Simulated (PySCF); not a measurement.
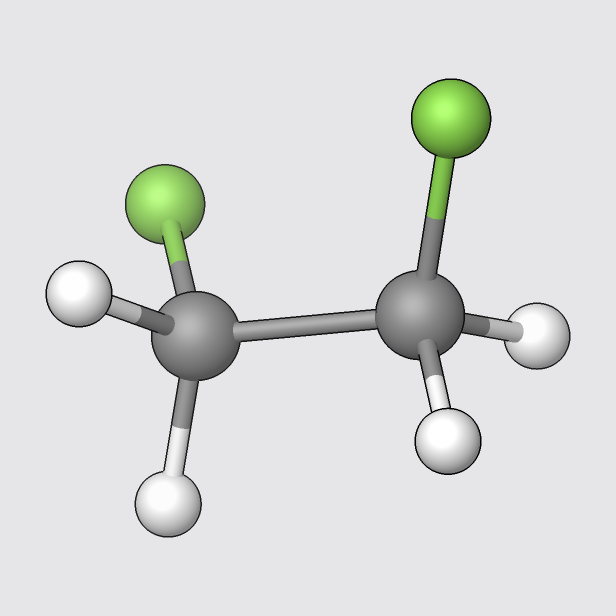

The picture shows a molecular structure as a ball-and-stick model. Every bond is drawn as one stick, whatever its order. Colours: fluorine green, carbon grey, hydrogen white.

Computed geometry: PBE0-D3(BJ)/def2-SVP optimisation. No frequency run is at hand to confirm it as a minimum.

Identify the structure.

It has 8 atoms: 2 carbon, 4 hydrogen and 2 fluorine (C2H4F2). SMILES: `FCCF`. It has no ring. Among its groups: C–F bond. The point group is C2. Coordination: 2 C tetrahedral.

The parts below concern this one geometry. Atoms keep their numbers from picture to picture.

Shape

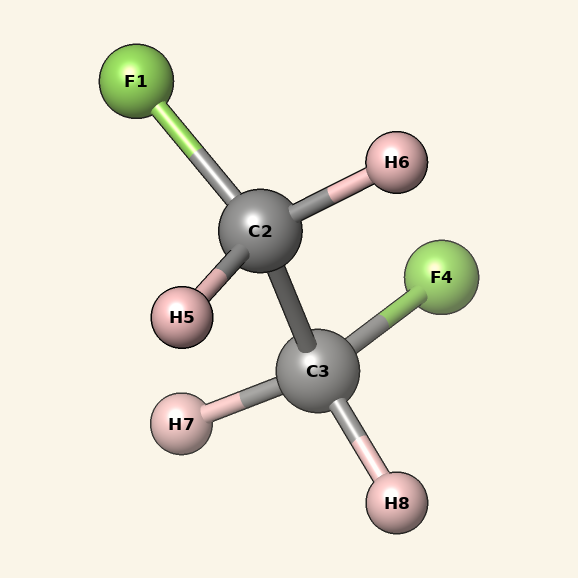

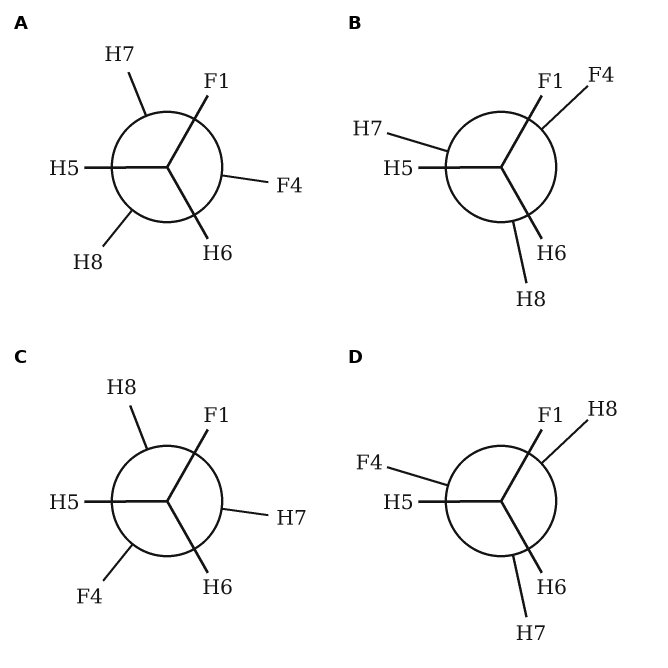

Depth is shown by fading: the farther an atom, the more it takes the colour of the background. Bonds that would overlap in a projection are set slightly apart. No frequency run is at hand to confirm it as a minimum.

> Which Newman projection shows the view along C2–C3, with C2 in front?

A. The torsion angle F1–C2–C3–F4 is 69°, synclinal (gauche).

Spin–spin coupling

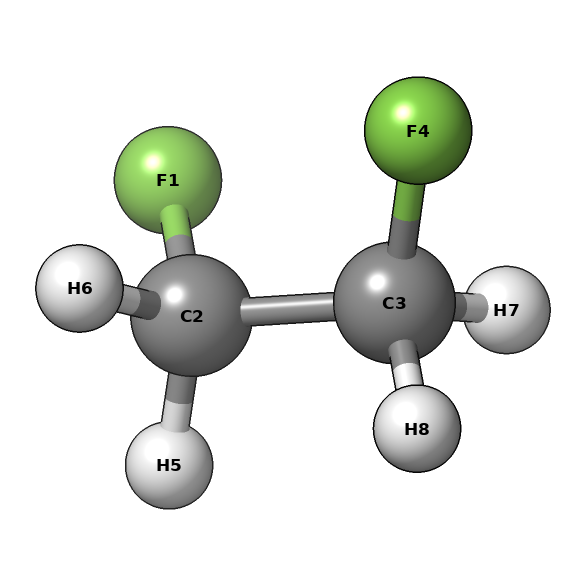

No frequency run is at hand to confirm it as a minimum. Method: B3LYP/cc-pVTZ indirect spin-spin coupling, non-relativistic, gas phase (PySCF 2.14.0). Isotopes: 13C, 19F, 1H.

Give the spin–spin coupling constants of these pairs, with the number of bonds between them: F1/C2, C2/C3, C3/F4, C3/H8, C3/H7, F1/H5, C2/H7, C3/H5, F1/H8, H6/H7, H6/H8.

| pair | bonds apart | J (Hz) |
| --- | --- | --- |
| F1, C2 | 1 | −243.4 |
| C2, C3 | 1 | 34.2 |
| C3, F4 | 1 | −243.1 |
| C3, H8 | 1 | 133.4 |
| C3, H7 | 1 | 138.6 |
| F1, H5 | 2 | 37.3 |
| C2, H7 | 2 | −5.1 |
| C3, H5 | 2 | 6.0 |
| F1, H8 | 3 | 33.5 |
| H6, H7 | 3 | 9.4 |
| H6, H8 | 3 | 1.4 |

Density functionals are unreliable for couplings to fluorine, so those rows may be far off.

Dipole moment

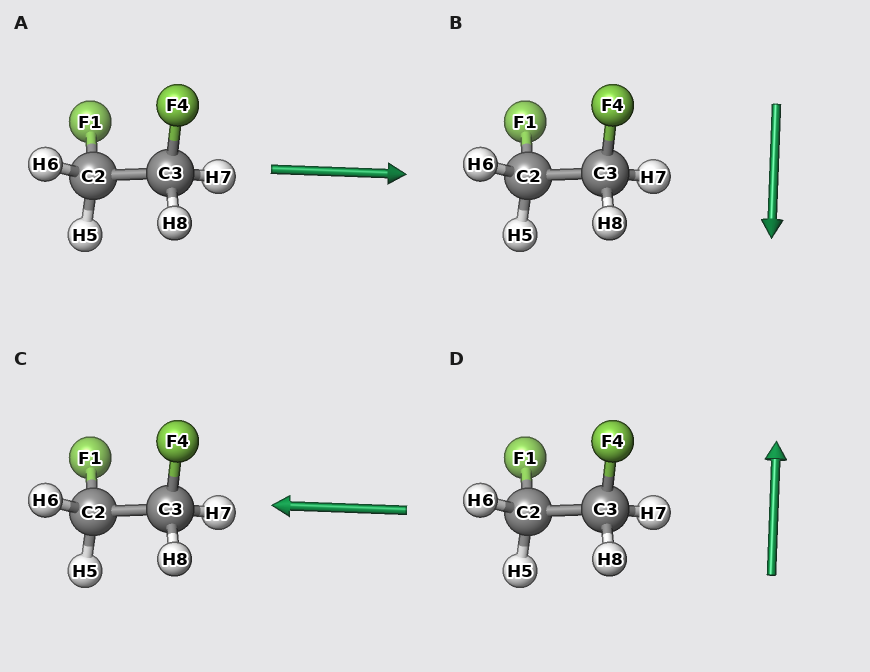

The same molecule four times, each with an arrow. No frequency run is at hand to confirm it as a minimum. Method: PBE0/6-31G*, gas phase (PySCF 2.14.0).

> Which arrow points along the dipole moment, from the negative to the positive end?

B. The dipole moment is 2.38 D; it points from the side of F1, F4 to the side of H5, H8 (the outermost atoms at the two ends).

Levels of theory compared

No frequency run is at hand to confirm it as a minimum. Program: PySCF 2.14.0.

Tabulate HOMO–LUMO gap (eV) at these levels: B3LYP/6-31G*; B3LYP/cc-pVTZ; B3LYP/def2-SVPD; BHandHLYP/def2-SVPD; CAM-B3LYP/def2-SVPD; HF/def2-SVPD; LC-wPBE/def2-SVPD; LDA/def2-SVPD; PBE/def2-SVPD; PBE0/6-31G*; PBE0/def2-SVPD; ωB97X-D/def2-SVPD.

| level | HOMO–LUMO gap (eV) |
| --- | --- |
| B3LYP/6-31G* | 11.34 |
| B3LYP/cc-pVTZ | 10.12 |
| B3LYP/def2-SVPD | 9.77 |
| BHandHLYP/def2-SVPD | 12.48 |
| CAM-B3LYP/def2-SVPD | 12.44 |
| HF/def2-SVPD | 16.56 |
| LC-wPBE/def2-SVPD | 14.80 |
| LDA/def2-SVPD | 7.97 |
| PBE/def2-SVPD | 7.86 |
| PBE0/6-31G* | 11.99 |
| PBE0/def2-SVPD | 10.33 |
| ωB97X-D/def2-SVPD | 13.94 |

Polarisability

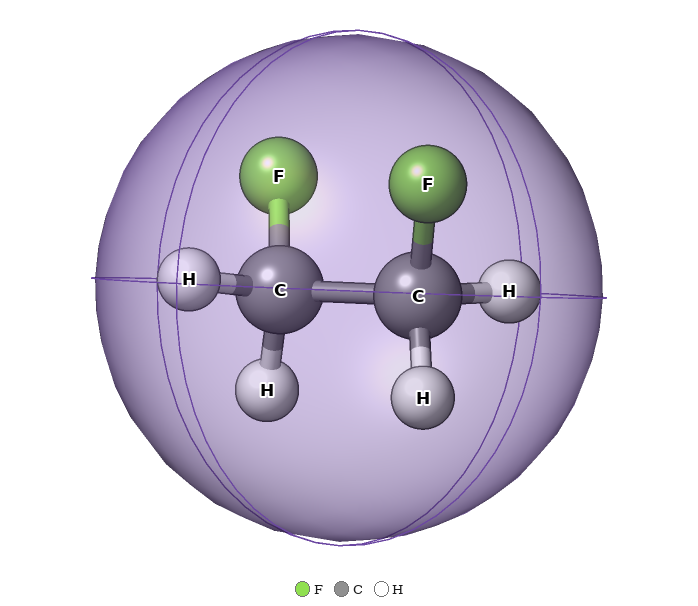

The ellipsoid shows the static dipole polarisability: its half-axes are proportional to the principal values. No frequency run is at hand to confirm it as a minimum. Computed with LC-wPBE/def2-SVPD (PySCF 2.14.0).

> How large and how anisotropic is the polarisability?

Principal values 27.5, 28.6, 29.6 bohr³; mean 28.6 bohr³ (4.23 Å³); anisotropy 1.8 bohr³, so the longest axis is 1.07 times the shortest.
